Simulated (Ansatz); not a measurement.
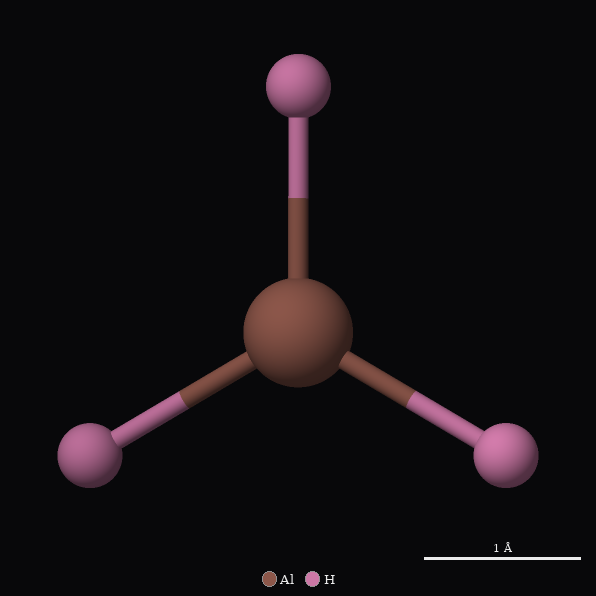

Rendered structure (ball-and-stick style).

Computed geometry: PBE0-D4/def2-TZVP optimisation.

What does the picture show?

The molecule is AlH3. This geometry has D3h symmetry. All atoms lie on one plane. Coordination: 1 Al trigonal planar.

More results for the same structure follow; atom numbers are the same in all pictures, views and colours differ.

### Geometry

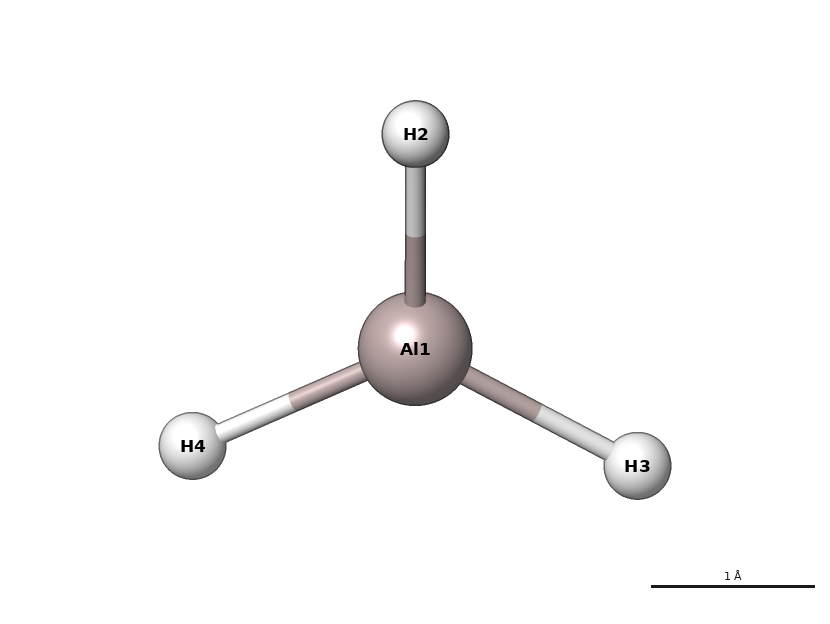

Atoms carry their numbers in the input.

Give the bond lengths.

```
  bond  length (Å)
Al1–H2       1.586
Al1–H3       1.586
Al1–H4       1.586
```

### Electronic properties

Level of theory: RHF-CCSD(T), frozen core/def2-TZVPP (Ansatz 0.2.0).

**Give the T1 diagnostic at this level.**

0.008.

### Vibrations

Harmonic vibrations computed with RKS PBE0-D4/def2-TZVP (Ansatz 0.2.0) at a stationary point of the same level.

**List the wavenumbers.**

6 modes: 704, 789, 789, 1926, 1935, 1935 cm⁻¹.

### Thermal motion

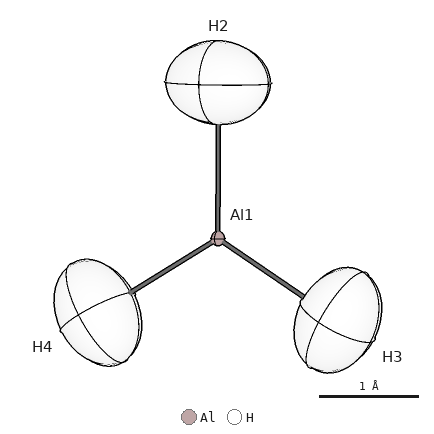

Displacement ellipsoids at the 50 % level, enlarged 3 times, from the internal vibrations of the free molecule (harmonic, no overall translation or rotation; no half-axis is drawn under 0.075 Å). Vibrations computed with RKS PBE0-D4/def2-TZVP (Ansatz 0.2.0). Temperature: 400 K.

Give the displacement parameters, one line for each set of equivalent atoms.

| atom | U_eq (Å²) | rms amplitudes (Å) |
| --- | --- | --- |
| Al1 | 0.00008 | 0.008, 0.008, 0.010 |
| H2, H3, H4 | 0.0106 | 0.091, 0.092, 0.123 |

### Charges

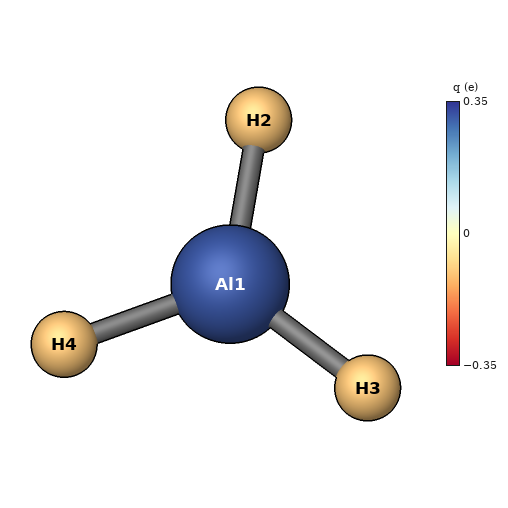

Atoms are coloured by their Mulliken charges. Level of theory: RKS PBE0-D4/def2-TZVP (Ansatz 0.2.0).

List the Mulliken charges.

```
atom  value (e)
 Al1       0.31
  H2      −0.10
  H3      −0.10
  H4      −0.10
```

Mulliken values depend strongly on the basis set and can even reverse the polarity of a bond.
